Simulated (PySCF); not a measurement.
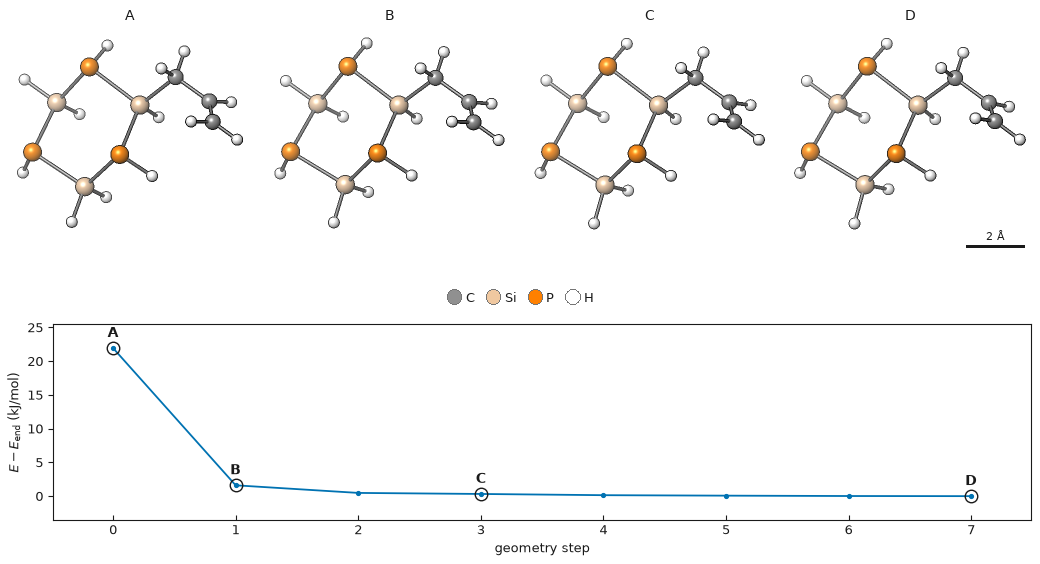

Frames of a relaxation of C$_{3}$H$_{13}$P$_{3}$Si$_{3}$, marked on the history of the run. Style: ball-and-stick. Shown at a tilt.

The start comes from GFN2-xTB.

These are results of PBE0-D3(BJ)/def2-SVP geometry optimisation, gas phase in PySCF, not measurements. 

Describe the path.

Answer. Over 7 geometry steps the energy falls by 21.9 kJ/mol. An H atom moves most after the best rigid fit: 0.30 Å. By element the largest moves are H 0.30 Å, P 0.16 Å, Si 0.09 Å, C 0.08 Å. Among the contacts that change: H–P 1.378 → 1.431 Å, H–Si 1.466 → 1.494 Å, P–Si 2.237 → 2.266 Å, C–Si 1.917 → 1.897 Å. Among the angles between lasting bonds that change: Si–P–Si 102.3° → 95.8°, Si–P–Si 101.0° → 96.3°, Si–P–Si 100.4° → 96.6°. The run took of the order of 7 core-minutes on a shared host. From step 0 to 1: an H atom moves most (0.20 Å), energy −20.3 kJ/mol. From step 1 to 3: an H atom moves most (0.10 Å), energy −1.28 kJ/mol. From step 3 to 7: an H atom moves most (0.09 Å), energy −0.32 kJ/mol.

| step | E − E(0), kJ/mol |
| --- | --- |
| 0 | 0.00 |
| 1 | -20.33 |
| 2 | -21.46 |
| 3 | -21.62 |
| 4 | -21.80 |
| 5 | -21.87 |
| 6 | -21.92 |
| 7 | -21.94 |
